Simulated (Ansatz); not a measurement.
# BHBr (sextet): wave-function methods side by side, cc-pVDZ

Aim: climb from Hartree-Fock through coupled cluster for BHBr (sextet) at one geometry and basis, and see what each rung misses.

Computed with Ansatz 0.2.0, Gaussian basis. Level: cc-pVDZ, core rule «outside noble gas», up to 15 orbitals frozen.

The runs, in order: UHF; CCSD(T) on ROHF; CCSD(T) on UHF; BCCD(T) on ROHF; CISD as a restricted active space (open shells left free, so some higher excitations enter); CCSDT(Q) on ROHF; CCSDT(Q) on UHF.

35 further runs of the same task are left out: 6 for a known fault of the program, 12 that didn't finish, 17 set aside as unsound or not needed. Runs told in other sessions of the task aren't counted.

## (1) What is computed

The geometry is a PBE0/def2-TZVP stationary point (not a proven minimum) of the parent state, kept for this charge and spin. No spin-orbit coupling is included. The filled d shell of Br may be among the frozen orbitals whatever the setting's name suggests.

3 atoms, charge 0, spin multiplicity 6.

Atoms are counted from 1 here; the program's logs count them from 0.

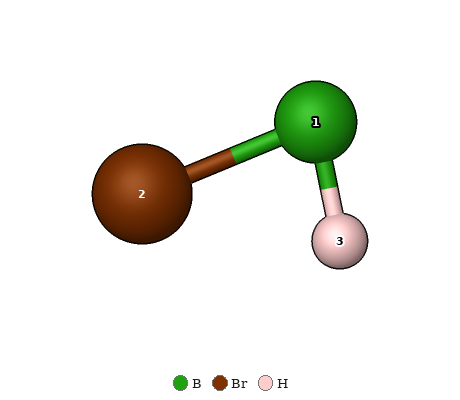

The geometry (boron green, bromine brown, hydrogen pink); atoms are numbered from 1 in the order of the file.

In the tables R marks a restricted open-shell determinant and U an unrestricted one; energies count from the table's Hartree-Fock row.

## (2) UHF

Input file in.yaml:

```yaml
crystal:
  periodic: [false, false, false]
  atoms:
    - {symbol: B, position_ang: [0.000000, -0.188124, 1.715115]}
    - {symbol: Br, position_ang: [0.000000, 0.011759, -0.252218]}
    - {symbol: H, position_ang: [0.000000, 1.085637, 1.598465]}
basis:
  gaussian: {orbitals: cc-pVDZ}
magnetization: {spin_polarized: true, initial_magnetization: 5}
hamiltonian: {xc: hf}
output: {orbitals: {seedname: orbitals}}
```

The run is started by

```sh
$ ansatz run in.yaml --threads 1 --pin off --events-out ev --progress --plain --max-ram 2393MiB
```

The program printed:

```text
Functional definition: HF
  name "HF"
  cite "Fock, Z. Phys. 61, 126 (1930) doi:10.1007/BF01340294"
  parent pbe
  exchange = exact_x
  correlation = 0
492 factors; integrals over basis functions are off by at most 9.5e-4 eV
mean field evaluation 1: about -70668.5427 eV, gradient 1.9e1 eV
mean field evaluation 2: about -70668.5923 eV, gradient 1.9e1 eV
mean field evaluation 4: about -70672.5234 eV, gradient 3.2e0 eV
mean field evaluation 8: about -70672.8353 eV, gradient 5.6e-1 eV
mean field evaluation 16: about -70672.8599 eV, gradient 1.5e-5 eV
mean field evaluation 32: about -70672.5712 eV, gradient 1.7e-1 eV
mean field evaluation 64: about -70672.7666 eV, gradient 5.5e-1 eV
mean field -70672.85988945 eV, -2597.1796971525 hartree, gradient 1.5e-5 eV, S^2 8.763243; 3 other end points of the search recorded, 0 dependent functions left out
reference -70672.85988945 eV, -2597.1796971525 hartree; 23, 18 occupied and 23, 28 virtual orbitals, 492 factors
Total energy: -70672.85988945 eV, -2597.1796971525 hartree
```

Wall time 6.6 s (1 thread of INTEL XEON PLATINUM 8581C at 2.10GHz, shared host).

From the report: ⟨S²⟩ of the determinant 8.763 (pure sextet: 8.75).

## (3) CCSD(T) on ROHF

in.yaml: that of step 2 with these lines changed.

```diff
@@ -8,4 +8,3 @@
   gaussian: {orbitals: cc-pVDZ}
-magnetization: {spin_polarized: true, initial_magnetization: 5}
-hamiltonian: {xc: hf}
-output: {orbitals: {seedname: orbitals}}
+magnetization: {spin_polarized: false, initial_magnetization: 5}
+correlation: {method: ccsd_t, electrons: outside_noble_gas}
```

Same command.

The program printed, cut to the lines that bear on the results:

```text
Functional definition: HF
  name "HF"
  cite "Fock, Z. Phys. 61, 126 (1930) doi:10.1007/BF01340294"
  parent pbe
[...]
492 factors; integrals over basis functions are off by at most 9.5e-4 eV
[...]
mean field -70672.66525622 eV, -2597.1725445132 hartree, gradient 3.0e-6 eV, S^2 8.750000; 11 other end points of the search recorded, 0 dependent functions left out
[...]
determinant -70672.66525622 eV, -2597.1725445132 hartree, with singles and doubles -70677.41917969 eV, -2597.3472479781 hartree
determinant -70672.37668882 eV, -2597.1619398566 hartree, with singles and doubles -70677.07367400 eV, -2597.3345508782 hartree
determinant -70671.00460657 eV, -2597.1115167641 hartree, with singles and doubles -70675.55330342 eV, -2597.2786782902 hartree
determinant -70670.91745184 eV, -2597.1083138868 hartree, with singles and doubles -70675.42110007 eV, -2597.2738199067 hartree
determinant -70669.92851021 eV, -2597.0719709524 hartree, with singles and doubles -70674.21419253 eV, -2597.2294668725 hartree
determinant -70669.44381607 eV, -2597.0541587711 hartree, with singles and doubles -70674.28573675 eV, -2597.2320960743 hartree
determinant -70672.66525622 eV, -2597.1725445132 hartree, with singles and doubles -70677.42008879 eV, -2597.3472813871 hartree
determinant -70672.37668882 eV, -2597.1619398566 hartree, with singles and doubles -70677.07470373 eV, -2597.3345887201 hartree
15 core orbitals not correlated: weight in the atoms' cores, before any rotation towards them, 1.000 or more for the frozen orbitals, at most 0.000 for the correlated occupied ones
reference -70672.66525622 eV, -2597.1725445132 hartree; 8, 3 occupied and 23, 28 virtual orbitals, 492 factors
second order -3.96028548 eV of doubles, -0.13308749 eV of singles
cycle   1  -4.75483482 eV  change   -2.2e-6 eV  update   3.3e-6
perturbative correction -0.10721684 eV, -0.0039401463 hartree
Total energy: -70677.52730789 eV, -2597.3512216161 hartree
```

It took 5 s on 1 thread of INTEL XEON PLATINUM 8581C at 2.10GHz, shared host.

From the report: correlation -4.8621 eV; T1 0.029; largest double amplitude 0.04.

## (4) CCSD(T) on UHF

in.yaml: that of step 3 with these lines changed.

```diff
@@ -8,3 +8,3 @@
   gaussian: {orbitals: cc-pVDZ}
-magnetization: {spin_polarized: false, initial_magnetization: 5}
+magnetization: {spin_polarized: true, initial_magnetization: 5}
 correlation: {method: ccsd_t, electrons: outside_noble_gas}
```

Launched as before.

The program printed, cut to the lines that bear on the results:

```text
Functional definition: HF
  name "HF"
  cite "Fock, Z. Phys. 61, 126 (1930) doi:10.1007/BF01340294"
  parent pbe
[...]
492 factors; integrals over basis functions are off by at most 9.5e-4 eV
[...]
mean field -70672.85988945 eV, -2597.1796971525 hartree, gradient 5.5e-6 eV, S^2 8.763243; 10 other end points of the search recorded, 0 dependent functions left out
determinant -70672.85988945 eV, -2597.1796971525 hartree, with singles and doubles -70677.42896339 eV, -2597.3476075225 hartree
determinant -70672.56943544 eV, -2597.1690231644 hartree, with singles and doubles -70677.08311005 eV, -2597.3348976467 hartree
determinant -70671.13091050 eV, -2597.1161583479 hartree, with singles and doubles -70675.55904015 eV, -2597.2788891109 hartree
determinant -70671.04522682 eV, -2597.1130095305 hartree, with singles and doubles -70675.42665087 eV, -2597.2740238948 hartree
determinant -70670.08699420 eV, -2597.0777951314 hartree, with singles and doubles -70674.22245091 eV, -2597.2297703623 hartree
determinant -70669.62845203 eV, -2597.0609440174 hartree, with singles and doubles -70674.29098855 eV, -2597.2322890742 hartree
determinant -70672.85988945 eV, -2597.1796971525 hartree, with singles and doubles -70677.42974921 eV, -2597.3476364010 hartree
determinant -70672.56943544 eV, -2597.1690231644 hartree, with singles and doubles -70677.08406296 eV, -2597.3349326654 hartree
15 core orbitals not correlated: weight in the atoms' cores, before any rotation towards them, 1.000 or more for the frozen orbitals, at most 0.000 for the correlated occupied ones
reference -70672.85988945 eV, -2597.1796971525 hartree; 8, 3 occupied and 23, 28 virtual orbitals, 492 factors
second order -3.86289454 eV of doubles, -0.00000000 eV of singles
cycle   1  -4.56986307 eV  change   -3.3e-6 eV  update   3.0e-6
perturbative correction -0.10307593 eV, -0.0037879704 hartree
Total energy: -70677.53282845 eV, -2597.3514244931 hartree
```

Run time: 5.5 s. Hardware: 1 thread of INTEL XEON PLATINUM 8581C at 2.10GHz, shared host.

From the report: ⟨S²⟩ of the determinant 8.763 (pure sextet: 8.75); correlation -4.6729 eV; T1 0.024; largest double amplitude 0.04.

## (5) BCCD(T) on ROHF

in.yaml: that of step 4 with these lines changed.

```diff
@@ -8,3 +8,3 @@
   gaussian: {orbitals: cc-pVDZ}
-magnetization: {spin_polarized: true, initial_magnetization: 5}
-correlation: {method: ccsd_t, electrons: outside_noble_gas}
+magnetization: {spin_polarized: false, initial_magnetization: 5}
+correlation: {method: bccd_t, electrons: outside_noble_gas}
```

The command is unchanged.

The program printed, cut to the lines that bear on the results:

```text
Functional definition: HF
  name "HF"
  cite "Fock, Z. Phys. 61, 126 (1930) doi:10.1007/BF01340294"
  parent pbe
[...]
492 factors; integrals over basis functions are off by at most 9.5e-4 eV
[...]
mean field -70672.66525622 eV, -2597.1725445132 hartree, gradient 3.0e-6 eV, S^2 8.750000; 11 other end points of the search recorded, 0 dependent functions left out
[...]
determinant -70672.66525622 eV, -2597.1725445132 hartree, with singles and doubles -70677.41917969 eV, -2597.3472479781 hartree
determinant -70672.37668882 eV, -2597.1619398566 hartree, with singles and doubles -70677.07367400 eV, -2597.3345508782 hartree
determinant -70671.00460657 eV, -2597.1115167641 hartree, with singles and doubles -70675.55330342 eV, -2597.2786782902 hartree
determinant -70670.91745184 eV, -2597.1083138868 hartree, with singles and doubles -70675.42110007 eV, -2597.2738199067 hartree
[...]
determinant -70669.44381607 eV, -2597.0541587711 hartree, with singles and doubles -70674.28573675 eV, -2597.2320960743 hartree
determinant -70672.66525622 eV, -2597.1725445132 hartree, with singles and doubles -70677.42008879 eV, -2597.3472813871 hartree
determinant -70672.37668882 eV, -2597.1619398566 hartree, with singles and doubles -70677.07470373 eV, -2597.3345887201 hartree
15 core orbitals not correlated: weight in the atoms' cores, before any rotation towards them, 1.000 or more for the frozen orbitals, at most 0.000 for the correlated occupied ones
reference -70672.66525622 eV, -2597.1725445132 hartree; 8, 3 occupied and 23, 28 virtual orbitals, 492 factors
second order -3.96028548 eV of doubles, -0.13308749 eV of singles
cycle   1  -4.75938260 eV  change   -4.6e-3 eV  update   1.1e-2
[...]
cycle  10  -4.75588244 eV  change    1.6e-6 eV  update   8.5e-6
perturbative correction -0.10653507 eV, -0.0039150916 hartree
Total energy: -70677.52767373 eV, -2597.3512350607 hartree
```

It took 6.5 s on 1 thread of INTEL XEON PLATINUM 8581C at 2.10GHz, shared host.

From the report: correlation -4.8624 eV; largest double amplitude 0.03.

## (6) CISD as a restricted active space (open shells left free, so some higher excitations enter)

in.yaml: that of step 5 with these lines changed.

```diff
@@ -9,2 +9,2 @@
 magnetization: {spin_polarized: false, initial_magnetization: 5}
-correlation: {method: bccd_t, electrons: outside_noble_gas}
+correlation: {active_space: {ras: {orbitals: [3, 5, 23], electrons: 11, max_holes: 2, max_particles: 2}, fixed_orbitals: true}}
```

Same command.

The program printed:

```text
Functional definition: HF
  name "HF"
  cite "Fock, Z. Phys. 61, 126 (1930) doi:10.1007/BF01340294"
  parent pbe
  exchange = exact_x
  correlation = 0
492 factors; integrals over basis functions are off by at most 9.5e-4 eV
mean field evaluation 1: about -70669.1342 eV, gradient 1.9e1 eV
mean field evaluation 2: about -70669.1850 eV, gradient 1.9e1 eV
mean field evaluation 4: about -70672.5194 eV, gradient 2.3e0 eV
mean field evaluation 8: about -70672.6567 eV, gradient 4.1e-1 eV
mean field evaluation 16: about -70672.6653 eV, gradient 3.0e-6 eV
mean field evaluation 32: about -70672.5195 eV, gradient 8.0e-1 eV
mean field evaluation 64: about -70672.6207 eV, gradient 2.7e0 eV
mean field -70672.66525622 eV, -2597.1725445132 hartree, gradient 3.0e-6 eV, S^2 8.750000; 6 other end points of the search recorded, 0 dependent functions left out
reference -70672.66525622 eV, -2597.1725445132 hartree; 23, 18 occupied and 23, 28 virtual orbitals, 492 factors
state -70677.19483386 eV, -2597.3390034210 hartree
Total energy: -70677.19483386 eV, -2597.3390034210 hartree
```

Run time: 4.5 s. Hardware: 1 thread of INTEL XEON PLATINUM 8581C at 2.10GHz, shared host.

From the report: 119,919 determinants.

## (7) CCSDT(Q) on ROHF

in.yaml: that of step 6 with these lines changed.

```diff
@@ -9,2 +9,2 @@
 magnetization: {spin_polarized: false, initial_magnetization: 5}
-correlation: {active_space: {ras: {orbitals: [3, 5, 23], electrons: 11, max_holes: 2, max_particles: 2}, fixed_orbitals: true}}
+correlation: {method: ccsdt_q, electrons: outside_noble_gas}
```

Launched as before.

The program printed, cut to the lines that bear on the results:

```text
Functional definition: HF
  name "HF"
  cite "Fock, Z. Phys. 61, 126 (1930) doi:10.1007/BF01340294"
  parent pbe
[...]
879 factors; integrals over basis functions are off by at most 2.2e-7 eV
[...]
mean field -70672.66537230 eV, -2597.1725487788 hartree, gradient 3.1e-6 eV, S^2 8.750000; 11 other end points of the search recorded, 0 dependent functions left out
[...]
determinant -70672.66537230 eV, -2597.1725487788 hartree, with singles and doubles -70677.41928526 eV, -2597.3472518577 hartree
determinant -70672.37680922 eV, -2597.1619442815 hartree, with singles and doubles -70677.07378499 eV, -2597.3345549571 hartree
determinant -70671.00487245 eV, -2597.1115265348 hartree, with singles and doubles -70675.55355549 eV, -2597.2786875533 hartree
determinant -70670.91771493 eV, -2597.1083235553 hartree, with singles and doubles -70675.42135267 eV, -2597.2738291894 hartree
[...]
determinant -70669.44393694 eV, -2597.0541632131 hartree, with singles and doubles -70674.28584578 eV, -2597.2321000811 hartree
determinant -70672.66537230 eV, -2597.1725487788 hartree, with singles and doubles -70677.42019444 eV, -2597.3472852696 hartree
determinant -70672.37680922 eV, -2597.1619442815 hartree, with singles and doubles -70677.07481513 eV, -2597.3345928141 hartree
[...]
15 core orbitals not correlated: weight in the atoms' cores, before any rotation towards them, 1.000 or more for the frozen orbitals, at most 0.000 for the correlated occupied ones
reference -70672.66537230 eV, -2597.1725487788 hartree; 8, 3 occupied and 23, 28 virtual orbitals, 879 factors
second order -3.96026835 eV of doubles, -0.13308703 eV of singles
cycle   1  -4.54847967 eV  change   -4.5e-1 eV  update   6.4e-2
[...]
cycle  18  -4.88138869 eV  change   -8.6e-7 eV  update   6.4e-7
perturbative correction -0.00812192 eV, -0.0002984751 hartree
Total energy: -70677.55488291 eV, -2597.3522349794 hartree
```

Run time: 16 s. Hardware: 1 thread of INTEL XEON PLATINUM 8581C at 2.10GHz, shared host; peak memory 0.28 GiB.

From the report: correlation -4.8895 eV; T1 0.030; largest double amplitude 0.04.

## (8) CCSDT(Q) on UHF

in.yaml: that of step 7 with these lines changed.

```diff
@@ -8,3 +8,3 @@
   gaussian: {orbitals: cc-pVDZ}
-magnetization: {spin_polarized: false, initial_magnetization: 5}
+magnetization: {spin_polarized: true, initial_magnetization: 5}
 correlation: {method: ccsdt_q, electrons: outside_noble_gas}
```

Same command.

The program printed, cut to the lines that bear on the results:

```text
Functional definition: HF
  name "HF"
  cite "Fock, Z. Phys. 61, 126 (1930) doi:10.1007/BF01340294"
  parent pbe
[...]
879 factors; integrals over basis functions are off by at most 2.2e-7 eV
[...]
mean field -70672.86000506 eV, -2597.1797014008 hartree, gradient 7.7e-6 eV, S^2 8.763243; 10 other end points of the search recorded, 0 dependent functions left out
determinant -70672.86000506 eV, -2597.1797014008 hartree, with singles and doubles -70677.42906896 eV, -2597.3476114023 hartree
determinant -70672.56955654 eV, -2597.1690276146 hartree, with singles and doubles -70677.08322116 eV, -2597.3349017300 hartree
determinant -70671.13117334 eV, -2597.1161680069 hartree, with singles and doubles -70675.55929004 eV, -2597.2788982941 hartree
determinant -70671.04548815 eV, -2597.1130191342 hartree, with singles and doubles -70675.42690494 eV, -2597.2740332316 hartree
determinant -70670.08710815 eV, -2597.0777993191 hartree, with singles and doubles -70674.22255955 eV, -2597.2297743549 hartree
determinant -70669.62857075 eV, -2597.0609483805 hartree, with singles and doubles -70674.29109702 eV, -2597.2322930605 hartree
determinant -70672.86000506 eV, -2597.1797014008 hartree, with singles and doubles -70677.42985504 eV, -2597.3476402902 hartree
determinant -70672.56955654 eV, -2597.1690276146 hartree, with singles and doubles -70677.08417467 eV, -2597.3349367708 hartree
15 core orbitals not correlated: weight in the atoms' cores, before any rotation towards them, 1.000 or more for the frozen orbitals, at most 0.000 for the correlated occupied ones
reference -70672.86000506 eV, -2597.1797014008 hartree; 8, 3 occupied and 23, 28 virtual orbitals, 879 factors
second order -3.86287847 eV of doubles, -0.00000000 eV of singles
cycle   1  -4.34599971 eV  change   -4.8e-1 eV  update   6.5e-2
[...]
cycle  18  -4.69244540 eV  change   -8.9e-7 eV  update   7.1e-7
perturbative correction -0.00803858 eV, -0.0002954123 hartree
Total energy: -70677.56048904 eV, -2597.3524410011 hartree
```

Wall time 14 s (1 thread of INTEL XEON PLATINUM 8581C at 2.10GHz, shared host).

From the report: ⟨S²⟩ of the determinant 8.763 (pure sextet: 8.75); correlation -4.7005 eV; T1 0.026; largest double amplitude 0.04.

## (9) Misses and costs

The yardstick is UCCSDT(Q), where the cluster series has nearly closed. Rows without a time are mean-field rows or come out of runs for another level: lower rungs of the coupled-cluster runs, or the Hartree-Fock search.

Differences are taken before rounding.

```csv
method,energy from the lowest ROHF (meV),from UCCSDT(Q) (meV),time
ROHF,0.0,+4895.2,
UHF,-194.6,+4700.6,
RMP2,-4093.4,+801.9,
UMP2,-4057.5,+837.7,
CISD,-4529.6,+365.7,4.5 s
RCCSD,-4754.8,+140.4,
UCCSD,-4764.5,+130.7,
RCCSD(T),-4862.1,+33.2,5 s
UCCSD(T),-4867.6,+27.7,5.5 s
BCCD(T),-4862.4,+32.8,6.5 s
RCCSDT,-4881.5,+13.7,
UCCSDT,-4887.2,+8.0,
RCCSDT(Q),-4889.6,+5.6,16 s
UCCSDT(Q),-4895.2,0,14 s
```

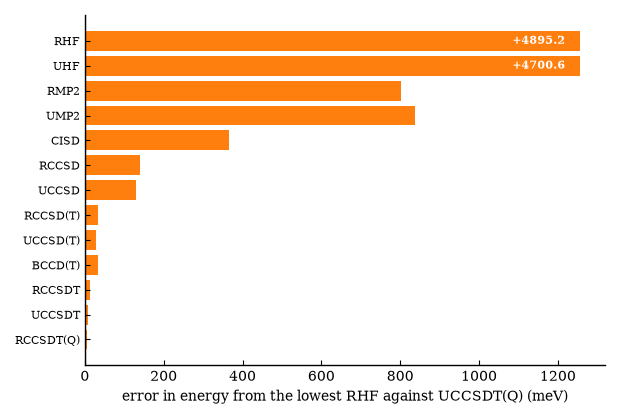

How far each level lands from UCCSDT(Q). Bars with a number in them are cut short.

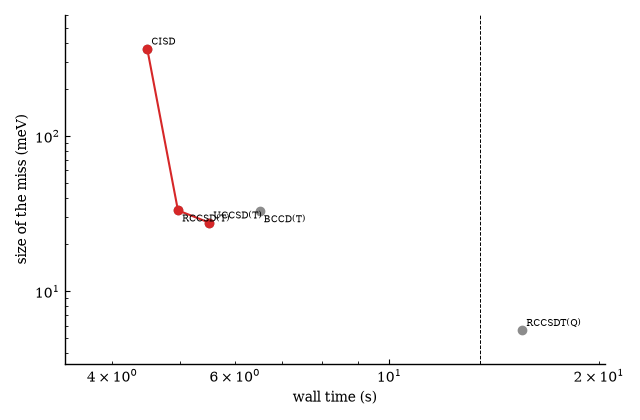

Miss against cost. Red marks the levels that no quicker level drawn beats (of those quicker than the yardstick), and the dashed line is the time of UCCSDT(Q). Times are from a shared host.

## (10) What came out

| quantity | value |
| --- | --- |
| UCCSDT(Q) from the ROHF energy | -4.8952 eV |
| RMP2 from UCCSDT(Q) | +801.9 meV |
| UMP2 from UCCSDT(Q) | +837.7 meV |
| RCCSD from UCCSDT(Q) | +140.4 meV |
| RCCSD(T) from UCCSDT(Q) | +33.2 meV |
| UCCSD(T) from UCCSDT(Q) | +27.7 meV |
| RCCSDT(Q) from UCCSDT(Q) | +5.6 meV |
| levels within 1 kcal/mol (43 meV) | RCCSD(T), UCCSD(T), BCCD(T), RCCSDT, UCCSDT, RCCSDT(Q) |
| T1 diagnostic | 0.029 |

RCCSD(T) misses by +33.2 meV, 0.7 % of the correlation energy. These misses are within one basis, not against nature; the frozen cores of restricted and unrestricted runs differ, which can shift their rows.

With open shells the CI space here admits some higher excitations, so it is larger than plain CISD.

UCCSD(T) reaches 27.7 meV from the reference in 5.5 s, where UCCSDT(Q) took 14 s; the quickest level in the cost chart, CISD, takes 4.5 s and misses by 365.7 meV.
